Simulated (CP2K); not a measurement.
Consider 3-methylthiopyrrole at its PBE geometry (Å).

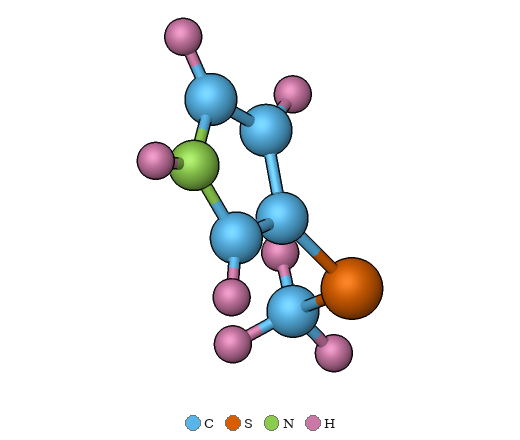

The molecule (carbon blue, sulfur orange, nitrogen green, hydrogen pink).

```xyz
14

C     2.6261    0.0904    0.0365
S     1.4754   -1.0552    0.8639
C    -0.0837   -0.4373    0.3328
C    -0.7615    0.7413    0.7839
C    -1.9908    0.7802    0.1556
N    -2.0849   -0.3382   -0.6491
C    -0.9340   -1.0849   -0.5564
H     3.6353   -0.2031    0.3537
H     2.4428    1.1264    0.3456
H     2.5499    0.0053   -1.0545
H    -0.3834    1.4641    1.4983
H    -2.8037    1.4941    0.2191
H    -2.8859   -0.5756   -1.2210
H    -0.8017   -2.0075   -1.1087
```

Method: CP2K XAS_TDP, all-electron GAPW, PBEh(45%), aug-cc-pVDZ, TDA, GW2X-corrected core level, ZORA, spin–orbit coupling.

Predict the bright core excitations at the S L₂,₃ edge.

Leading lines: S2 167.08 eV. The leading line of an atom is its first one with 35 % of the strongest within 2.5 eV of its lowest line over the strength cut. Core ionisation energies at this level: S2 170.13/170.22/171.28 eV; the 2p½ level lies 1.10 eV above the 2p3/2 pair.

The first six lines of each atom with a strength over 0.0003:

| atom | energy (eV) | states | strength, one atom | above the computed threshold |
| --- | --- | --- | --- | --- |
| S2 (bonded to 2 C) | 167.08 | 1 | 0.0018 |  |
|  | 167.31 | 1 | 0.0015 |  |
|  | 167.95 | 1 | 0.0006 |  |
|  | 168.11 | 1 | 0.0033 |  |
|  | 168.15 | 1 | 0.0010 |  |
|  | 168.17 | 2 | 0.0039 |  |

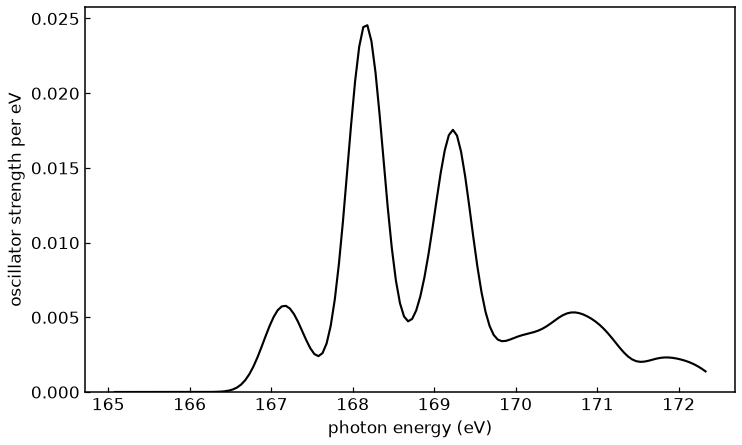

All atoms added, broadened by 0.5 eV.

Lines are vertical, at one geometry, with no vibrational structure. GW2X ionisation energies and lines can be off by 1 to 2 eV either way, and a good line position may hide errors that cancel. Rydberg lines, and the discretised continuum above threshold, depend on the basis and the box.

[Banner, clock and machine lines of the logs are left out without a mark of their own.]

[Logs are printed without paths, hosts, clocks, repeated set-up lines and the standing remarks that a program may print on its own settings, such as how far it seeks lower states.]

[Hosts, paths, dates, database ids (printed as entryN), source tags and the programs' standing remarks are cut or masked in the printed files.]
